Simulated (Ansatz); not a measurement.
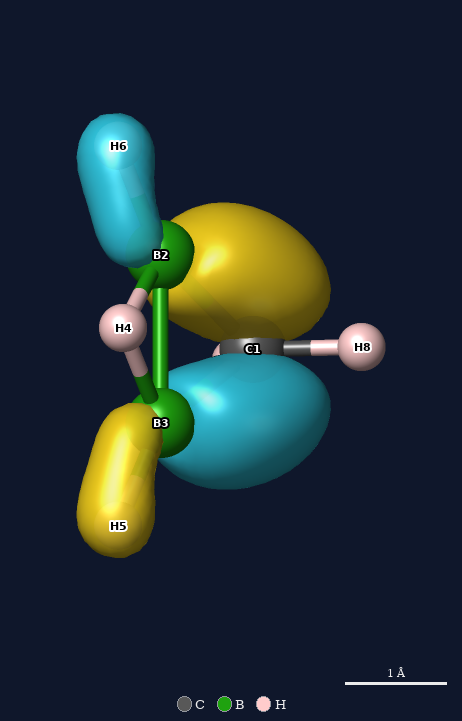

CH5B2 (doublet). The HOMO (β) at ±0.2 Å⁻³ᐟ² (yellow and cyan are the two phases), seen at an oblique angle.

Geometry: B3LYP-D3(BJ)/6-311G**.

Level of theory: Ansatz 0.2.0, isolated molecule in a Gaussian basis; Kohn-Sham density functional theory, functional PBE0.

```xyz
8

C    -0.8879    1.5959    1.1140
B    -1.0588    0.9657   -0.2826
B    -2.3504    1.5362    0.6301
H    -2.2562    1.3790   -0.6870
H    -3.4939    1.6773    0.8820
H    -0.5689    0.3854   -1.1849
H    -0.5775    0.9645    1.9480
H    -0.4014    2.5793    1.1877
```

Question: Where does this orbital lie, and at what energy?

Answer: Its weight (Hirshfeld) is mainly on C1 (about 45 %), B2 (about 20 %) and B3 (about 20 %). Its energy is −8.13 eV.
